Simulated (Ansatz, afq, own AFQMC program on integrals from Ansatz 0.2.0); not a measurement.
# SiH2O (triplet): AFQMC on the coupled-cluster ladder at angle O2–Si1–H3 = 180.0°, cc-pVDZ

How near does AFQMC come to the top of the ladder for SiH2O (triplet)?

Program: Ansatz 0.2.0, Gaussian basis, and an in-house AFQMC program (afq) on its integrals; all values are calculated. Level of theory: cc-pVDZ, frozen cores. These are calculated values, not measurements.

To be run: PBE (unrestricted); r2SCAN (unrestricted); PBE0 (unrestricted); B3LYP (unrestricted); wB97M-V (unrestricted); B2PLYP (unrestricted); CCSD(T) on UHF; CCSDT(Q) on UHF; Phaseless AFQMC, CISD trial on UHF.

## Step 1: The system

The geometry derives from a PBE0/def2-TZVP stationary point (not a proven minimum). One angle is set to the value named; bond lengths are kept.

4 atoms, charge 0, spin multiplicity 3.

Atoms are counted from 1 here; the program's logs count them from 0.

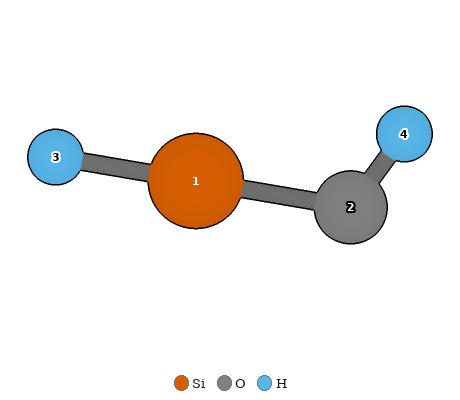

The geometry (silicon orange, oxygen grey, hydrogen blue); atoms are numbered from 1 in the order of the file.

## Step 2: PBE (unrestricted)

The input, in.yaml:

```yaml
crystal:
  periodic: [false, false, false]
  atoms:
    - {symbol: Si, position_ang: [0.018982, 0.252630, 0.529664]}
    - {symbol: O, position_ang: [-0.087086, -0.453159, -0.962493]}
    - {symbol: H, position_ang: [0.114995, 0.891517, 1.880377]}
    - {symbol: H, position_ang: [0.738439, -0.737714, -1.361065]}
basis:
  gaussian: {orbitals: cc-pVDZ}
magnetization: {spin_polarized: true, initial_magnetization: 2}
hamiltonian: {xc: {name: PBE}}
output: {orbitals: {seedname: orbitals}}
```

The run is started by

```
$ ansatz run in.yaml --threads 1 --pin off --events-out ev --progress --plain --max-ram 1382MiB
```

Standard output:

```text
Functional definition: PBE
  name "PBE"
  cite "Perdew, Burke & Ernzerhof, Phys. Rev. Lett. 77, 3865 (1996) doi:10.1103/PhysRevLett.77.3865"
  parent pbe
  parameter kappa = 0.804
  parameter beta = 0.06672455060314922
  exchange = pbe_x(kappa = kappa, mu = beta*pi^2/3)
  correlation = pbe_c(beta = beta)
489 factors; their error is unknown
mean field evaluation 1: about -9942.1311 eV, gradient 3.8e1 eV
mean field evaluation 2: about -9886.1392 eV, gradient 1.1e2 eV
mean field evaluation 4: about -9947.1771 eV, gradient 4.3e0 eV
mean field evaluation 8: about -9947.3290 eV, gradient 2.3e-2 eV
mean field evaluation 16: about -9947.3114 eV, gradient 2.8e-5 eV
mean field evaluation 32: about -9946.2797 eV, gradient 5.4e0 eV
mean field -9947.31137835 eV, -365.5569506245 hartree, gradient 7.3e-6 eV, S^2 2.006933; 6 other end points of the search recorded, 0 dependent functions left out
reference -9947.31140892 eV, -365.5569517481 hartree; 13, 11 occupied and 29, 31 virtual orbitals, 489 factors
Total energy: -9947.31140892 eV, -365.5569517481 hartree
```

It took 2.5 s on 1 thread of Arm Neoverse V2, shared host.

From the report: ⟨S²⟩ of the determinant 2.007 (pure triplet: 2.00).

## Step 3: r2SCAN (unrestricted)

Changes to in.yaml since step 2:

```diff
@@ -10,3 +10,2 @@
 magnetization: {spin_polarized: true, initial_magnetization: 2}
-hamiltonian: {xc: {name: PBE}}
-output: {orbitals: {seedname: orbitals}}
+hamiltonian: {xc: {name: r2SCAN}}
```

Launched as before.

Standard output:

```text
Functional definition: r2SCAN
  name "r2SCAN"
  cite "Furness, Kaplan, Ning, Perdew & Sun, J. Phys. Chem. Lett. 11, 8208 (2020) doi:10.1021/acs.jpclett.0c02405"
  cite "Furness, Kaplan, Ning, Perdew & Sun, J. Phys. Chem. Lett. 11, 9248 (2020) doi:10.1021/acs.jpclett.0c03077"
  parent r2scan
  parameter k0 = 0.174
  parameter k1 = 0.065
  parameter a1 = 4.9479
  exchange = r2scan_x(k0 = k0, k1 = k1, a1 = a1)
  correlation = r2scan_c
489 factors; their error is unknown
mean field evaluation 1: about -9947.4448 eV, gradient 3.5e1 eV
mean field evaluation 2: about -9909.5863 eV, gradient 9.3e1 eV
mean field evaluation 4: about -9951.8297 eV, gradient 2.6e0 eV
mean field evaluation 8: about -9951.8651 eV, gradient 2.6e-2 eV
mean field evaluation 16: about -9951.8651 eV, gradient 4.3e-5 eV
mean field evaluation 32: about -9951.4927 eV, gradient 1.6e-5 eV
mean field -9951.86514419 eV, -365.7242984325 hartree, gradient 4.5e-6 eV, S^2 2.012219; 6 other end points of the search recorded, 0 dependent functions left out
reference -9951.86515366 eV, -365.7242987804 hartree; 13, 11 occupied and 29, 31 virtual orbitals, 489 factors
Total energy: -9951.86515366 eV, -365.7242987804 hartree
```

Run time: 6 s. Hardware: 1 thread of Arm Neoverse V2, shared host.

From the report: ⟨S²⟩ of the determinant 2.012 (pure triplet: 2.00).

## Step 4: PBE0 (unrestricted)

Changes to in.yaml since step 3:

```diff
@@ -10,2 +10,3 @@
 magnetization: {spin_polarized: true, initial_magnetization: 2}
-hamiltonian: {xc: {name: r2SCAN}}
+hamiltonian: {xc: {name: PBE0}}
+output: {orbitals: {seedname: orbitals}}
```

Launched as before.

Standard output, cut to the lines that bear on the results:

```text
Functional definition: PBE0
  name "PBE0"
  cite "Adamo & Barone, J. Chem. Phys. 110, 6158 (1999) doi:10.1063/1.478522"
  cite "Perdew, Burke & Ernzerhof, Phys. Rev. Lett. 77, 3865 (1996) doi:10.1103/PhysRevLett.77.3865"
  parent pbe
[...]
399 factors; integrals over basis functions are off by at most 1.4e-3 eV
[...]
mean field -9948.01243524 eV, -365.5827139899 hartree, gradient 4.4e-6 eV, S^2 2.008594; 2 other end points of the search recorded, 0 dependent functions left out
reference -9948.01245796 eV, -365.5827148251 hartree; 13, 11 occupied and 29, 31 virtual orbitals, 399 factors
Total energy: -9948.01245796 eV, -365.5827148251 hartree
```

It took 1.5 s on 1 thread of Arm Neoverse V2, shared host.

From the report: ⟨S²⟩ of the determinant 2.009 (pure triplet: 2.00).

## Step 5: B3LYP (unrestricted)

Changes to in.yaml since step 4:

```diff
@@ -10,3 +10,2 @@
 magnetization: {spin_polarized: true, initial_magnetization: 2}
-hamiltonian: {xc: {name: PBE0}}
-output: {orbitals: {seedname: orbitals}}
+hamiltonian: {xc: {name: B3LYP}}
```

The command is unchanged.

Standard output, cut to the lines that bear on the results:

```text
Functional definition: B3LYP
  name "B3LYP"
  cite "Stephens, Devlin, Chabalowski & Frisch, J. Phys. Chem. 98, 11623 (1994) doi:10.1021/j100096a001"
  cite "Becke, Phys. Rev. A 38, 3098 (1988) doi:10.1103/PhysRevA.38.3098"
  cite "Lee, Yang & Parr, Phys. Rev. B 37, 785 (1988) doi:10.1103/PhysRevB.37.785"
  cite "Vosko, Wilk & Nusair, Can. J. Phys. 58, 1200 (1980) doi:10.1139/p80-159"
[...]
399 factors; integrals over basis functions are off by at most 1.4e-3 eV
[...]
mean field -9954.04034627 eV, -365.8042356345 hartree, gradient 2.1e-5 eV, S^2 2.005864; 2 other end points of the search recorded, 0 dependent functions left out
reference -9954.04053511 eV, -365.8042425743 hartree; 13, 11 occupied and 29, 31 virtual orbitals, 399 factors
Total energy: -9954.04053511 eV, -365.8042425743 hartree
```

Run time: 1.2 s. Hardware: 1 thread of Arm Neoverse V2, shared host.

From the report: ⟨S²⟩ of the determinant 2.006 (pure triplet: 2.00).

## Step 6: wB97M-V (unrestricted)

Changes to in.yaml since step 5:

```diff
@@ -10,2 +10,3 @@
 magnetization: {spin_polarized: true, initial_magnetization: 2}
-hamiltonian: {xc: {name: B3LYP}}
+hamiltonian: {xc: {name: wB97M-V}}
+output: {orbitals: {seedname: orbitals}}
```

Launched as before.

Standard output, cut to the lines that bear on the results:

```text
Functional definition: wB97M-V
  name "wB97M-V"
  cite "Mardirossian & Head-Gordon, J. Chem. Phys. 144, 214110 (2016) doi:10.1063/1.4952647"
  cite "Becke, J. Chem. Phys. 107, 8554 (1997) doi:10.1063/1.475007"
  cite "Vydrov & Van Voorhis, J. Chem. Phys. 133, 244103 (2010) doi:10.1063/1.3521275"
  # Of w^i u^j: cxij and so on, Table III.
[...]
  gx(w, u) = 1 - cx + cx01*u + cx10*w
  gss(w, u) = css00 + css04*u^4 + css10*w + css20*w^2 + css43*w^4*u^3
  gos(w, u) = cos00 + cos10*w + (cos20 + cos21*u)*w^2 + (cos60 + cos61*u)*w^6
[...]
      + integral(e_c_pw_mod_opposite_spin*gos(b97_w_opposite, b97_u_opposite)) + vv10(b, c)
399 factors; integrals over basis functions are off by at most 1.4e-3 eV
128 factors; integrals over basis functions are off by at most 1.1e-5 eV
[...]
mean field -9952.06338393 eV, -365.7315836087 hartree, gradient 1.1e-5 eV, S^2 2.004344; 2 other end points of the search recorded, 0 dependent functions left out
reference -9952.06341413 eV, -365.7315847182 hartree; 13, 11 occupied and 29, 31 virtual orbitals, 399 factors
Total energy: -9952.06341413 eV, -365.7315847182 hartree
```

It took 6.5 s on 1 thread of Arm Neoverse V2, shared host.

From the report: ⟨S²⟩ of the determinant 2.004 (pure triplet: 2.00).

## Step 7: B2PLYP (unrestricted)

Changes to in.yaml since step 6:

```diff
@@ -10,3 +10,3 @@
 magnetization: {spin_polarized: true, initial_magnetization: 2}
-hamiltonian: {xc: {name: wB97M-V}}
-output: {orbitals: {seedname: orbitals}}
+hamiltonian: {xc: {name: B2PLYP}}
+correlation: {electrons: outside_noble_gas}
```

The command is unchanged.

Standard output, cut to the lines that bear on the results:

```text
Functional definition: B2PLYP
  name "B2PLYP"
  cite "Grimme, J. Chem. Phys. 124, 034108 (2006) doi:10.1063/1.2148954"
  cite "Becke, Phys. Rev. A 38, 3098 (1988) doi:10.1103/PhysRevA.38.3098"
  cite "Lee, Yang & Parr, Phys. Rev. B 37, 785 (1988) doi:10.1103/PhysRevB.37.785"
[...]
399 factors; integrals over basis functions are off by at most 1.4e-3 eV
[...]
mean field -9945.87391840 eV, -365.5041249456 hartree, gradient 5.6e-6 eV, S^2 2.010297; 4 other end points of the search recorded, 0 dependent functions left out
6 core orbitals not correlated: weight in the atoms' cores, before any rotation towards them, 1.000 or more for the frozen orbitals, at most 0.000 for the correlated occupied ones
reference -9945.87403671 eV, -365.5041292934 hartree; 7, 5 occupied and 29, 31 virtual orbitals, 399 factors
second order -8.80526587 eV of doubles, -0.00000000 eV of singles
Total energy: -9948.25145849 eV, -365.5914979325 hartree
```

Wall time 1.9 s (1 thread of Arm Neoverse V2, shared host).

From the report: ⟨S²⟩ of the determinant 2.010 (pure triplet: 2.00).

## Step 8: CCSD(T) on UHF

Changes to in.yaml since step 7:

```diff
@@ -10,3 +10,2 @@
 magnetization: {spin_polarized: true, initial_magnetization: 2}
-hamiltonian: {xc: {name: B2PLYP}}
-correlation: {electrons: outside_noble_gas}
+correlation: {method: ccsd_t, electrons: outside_noble_gas, hamiltonian_folder: ham}
```

The command is unchanged.

Standard output, cut to the lines that bear on the results:

```text
Functional definition: HF
  name "HF"
  cite "Fock, Z. Phys. 61, 126 (1930) doi:10.1007/BF01340294"
  parent pbe
[...]
399 factors; integrals over basis functions are off by at most 1.4e-3 eV
[...]
mean field -9927.90324209 eV, -364.8437147722 hartree, gradient 2.6e-6 eV, S^2 2.018609; 11 other end points of the search recorded, 0 dependent functions left out
determinant -9927.90324209 eV, -364.8437147722 hartree, with singles and doubles -9935.51524266 eV, -365.1234506337 hartree
determinant -9927.51962003 eV, -364.8296169216 hartree, with singles and doubles -9935.11393738 eV, -365.1087029365 hartree
determinant -9927.20444941 eV, -364.8180346150 hartree, with singles and doubles -9934.78806196 eV, -365.0967272357 hartree
determinant -9927.90324209 eV, -364.8437147722 hartree, with singles and doubles -9935.51546927 eV, -365.1234589614 hartree
determinant -9927.51962003 eV, -364.8296169216 hartree, with singles and doubles -9935.13344262 eV, -365.1094197410 hartree
6 core orbitals not correlated: weight in the atoms' cores, before any rotation towards them, 1.000 or more for the frozen orbitals, at most 0.000 for the correlated occupied ones
reference -9927.90324209 eV, -364.8437147722 hartree; 7, 5 occupied and 29, 31 virtual orbitals, 399 factors
second order -7.08386812 eV of doubles, -0.00000000 eV of singles
cycle   1  -7.61222565 eV  change    1.5e-6 eV  update   1.8e-6
perturbative correction -0.19897747 eV, -0.0073122870 hartree
Total energy: -9935.71444520 eV, -365.1307711919 hartree
```

It took 4.9 s on 1 thread of Arm Neoverse V2, shared host.

From the report: ⟨S²⟩ of the determinant 2.019 (pure triplet: 2.00); correlation -7.8112 eV; T1 0.021; largest double amplitude 0.04.

This run also writes the integrals to the folder ham.

## Step 9: CCSDT(Q) on UHF

Changes to in.yaml since step 8:

```diff
@@ -10,2 +10,2 @@
 magnetization: {spin_polarized: true, initial_magnetization: 2}
-correlation: {method: ccsd_t, electrons: outside_noble_gas, hamiltonian_folder: ham}
+correlation: {method: ccsdt_q, electrons: outside_noble_gas}
```

Same command.

Standard output, cut to the lines that bear on the results:

```text
Functional definition: HF
  name "HF"
  cite "Fock, Z. Phys. 61, 126 (1930) doi:10.1007/BF01340294"
  parent pbe
[...]
745 factors; integrals over basis functions are off by at most 1.6e-7 eV
[...]
mean field -9927.90332599 eV, -364.8437178554 hartree, gradient 2.2e-6 eV, S^2 2.018610; 11 other end points of the search recorded, 0 dependent functions left out
determinant -9927.90332599 eV, -364.8437178554 hartree, with singles and doubles -9935.51532898 eV, -365.1234538059 hartree
determinant -9927.51971646 eV, -364.8296204653 hartree, with singles and doubles -9935.11403283 eV, -365.1087064443 hartree
determinant -9927.20454227 eV, -364.8180380277 hartree, with singles and doubles -9934.78814567 eV, -365.0967303119 hartree
determinant -9927.90332599 eV, -364.8437178554 hartree, with singles and doubles -9935.51555583 eV, -365.1234621426 hartree
determinant -9927.51971646 eV, -364.8296204653 hartree, with singles and doubles -9935.13353532 eV, -365.1094231475 hartree
6 core orbitals not correlated: weight in the atoms' cores, before any rotation towards them, 1.000 or more for the frozen orbitals, at most 0.000 for the correlated occupied ones
reference -9927.90332599 eV, -364.8437178554 hartree; 7, 5 occupied and 29, 31 virtual orbitals, 745 factors
second order -7.08389253 eV of doubles, -0.00000000 eV of singles
cycle   1  -7.28171218 eV  change   -2.0e-1 eV  update   9.3e-2
[...]
cycle  17  -7.83333789 eV  change    1.1e-6 eV  update   1.3e-6
perturbative correction -0.02317937 eV, -0.0008518262 hartree
Total energy: -9935.75984325 eV, -365.1324395396 hartree
```

It took 25 s on 1 thread of Arm Neoverse V2, shared host; peak memory 0.35 GiB.

From the report: ⟨S²⟩ of the determinant 2.019 (pure triplet: 2.00); correlation -7.8565 eV; T1 0.022; largest double amplitude 0.05.

## Step 10: Phaseless AFQMC, CISD trial on UHF

It reads the integrals that the CCSD(T) run on this determinant wrote.

The run is started by

```
$ afq ham --method phaseless --trial cisd --walkers 60 --populations 1 --least-time 40 --time-step 0.005 --steps-per-block 50 --equilibration-blocks 28 --max-blocks 300 --target-error 0.00042 --factor-cut 1e-05 --start spin_pure --seed 8806 --release-times 0.24,0.51,0.99,1.62,2.4 --release-step 0.03 --release-every 4 --taylor-order 6
```

Standard output:

```text
orbitals 36  electrons 7 5  factors 267 of 399
reference energy -364.84371477 Eh
CCSD correlation -0.27974392 Eh in 12 cycles, weight of the determinant in the CISD state 0.8920
energy of the start -365.122942 Eh
 block  time / (1/Eh)  mean weight  energy / Eh
     1     0.250  1.0023  -365.119661
     2     0.500  1.0012  -365.125227
     3     0.750  0.9980  -365.124196
     4     1.000  0.9986  -365.126743
     5     1.250  1.0026  -365.128269
     6     1.500  1.0026  -365.127234
     7     1.750  1.0002  -365.133414
     8     2.000  0.9996  -365.125465
     9     2.250  1.0020  -365.128023
    10     2.500  1.0020  -365.131412
    17     4.250  1.0024  -365.129420
    25     6.250  1.0023  -365.131251
    33     8.250  1.0036  -365.132601
    41    10.250  0.9957  -365.132781
    49    12.250  0.9997  -365.129528
    57    14.250  0.9976  -365.133071
    65    16.250  1.0010  -365.122461
    73    18.250  1.0010  -365.133772
    81    20.250  0.9988  -365.128992
    89    22.250  1.0063  -365.151954
    97    24.250  0.9977  -365.126199
   105    26.250  1.0005  -365.125984
   113    28.250  0.9981  -365.129039
   121    30.250  0.9988  -365.142170
   129    32.250  0.9998  -365.132098
   137    34.250  0.9982  -365.125830
   145    36.250  1.0021  -365.132808
   153    38.250  0.9984  -365.125713
   161    40.250  1.0014  -365.135666
   169    42.250  0.9959  -365.132337
   177    44.250  1.0000  -365.131638
   185    46.250  1.0015  -365.135541
   193    48.250  1.0004  -365.130849
   201    50.250  0.9997  -365.121181
   209    52.250  0.9967  -365.127773
   217    54.250  0.9965  -365.128654
   225    56.250  1.0027  -365.141145
   233    58.250  1.0007  -365.129365
   241    60.250  1.0023  -365.123014
   249    62.250  0.9996  -365.124469
   257    64.250  1.0004  -365.144558
   265    66.250  0.9986  -365.133669
   273    68.250  0.9997  -365.130773
   281    70.250  0.9994  -365.129357
   289    72.250  0.9993  -365.132409
   297    74.250  1.0008  -365.143008
   305    76.250  1.0020  -365.131186
   313    78.250  1.0016  -365.122540
   321    80.250  0.9996  -365.134110
blocks merged  error / Eh  count
     1  0.000373  300
     2  0.000438  150
     4  0.000477  75
     8  0.000468  37
    16  0.000497  18
    32  0.000538  9
released: time / (1/Eh)  energy / Eh  error  mean overlap
  0.24  -365.131275  0.000496  1.0055
  0.51  -365.132108  0.000531  1.0050
  0.99  -365.131684  0.000534  1.0085
  1.62  -365.131646  0.000654  1.0269
  2.40  -365.132548  0.000722  0.9962
energy -365.131934 +/- 0.000497 Eh
```

Run time: 7.2 min. Hardware: 1 thread of Arm Neoverse V2, shared host.

Energy -9935.7461 ± 0.0135 eV. Caveats: constraint bias not in the error.

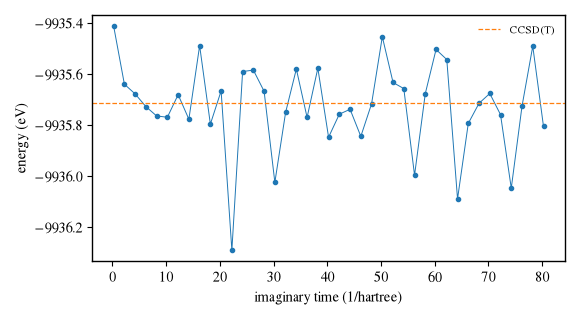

Block energies along the walk.

## Step 11: All levels side by side

On the UHF determinant, counted from CCSDT(Q) (a yardstick, not exact):

| level | energy (eV) | from CCSDT(Q) (kJ/mol) | statistical error (kJ/mol) | time |
| --- | --- | --- | --- | --- |
| HF | -9927.9032 | +758.0 |  |  |
| MP2 | -9934.9871 | +74.6 |  |  |
| CCSD | -9935.5155 | +23.6 |  |  |
| CCSD(T) | -9935.7144 | +4.4 |  |  |
| CCSDT(Q) | -9935.7598 | 0.0 |  |  |
| Phaseless AFQMC, CISD trial, step 0.005, 60 walkers | -9935.7461 | +1.3 | 1.3 | 7.2 min |

The functionals' totals stand on their own zeros and serve differences with other points: PBE -9947.311 eV; r2SCAN -9951.865 eV; PBE0 -9948.012 eV; B3LYP -9954.041 eV; wB97M-V -9952.063 eV; B2PLYP -9948.251 eV.

## Step 12: Results

| quantity | value |
| --- | --- |
| CCSD(T) on UHF from CCSDT(Q) | +4.4 kJ/mol |
| Phaseless AFQMC, CISD trial on UHF from CCSDT(Q) | +1.3 ± 1.3 kJ/mol |

**Reading.** On UHF the phaseless walk with the CISD trial lies +1.3 kJ/mol from CCSDT(Q), within three error bars. Error bars are statistical and leave out the constraint, the time step and what remains of the start.
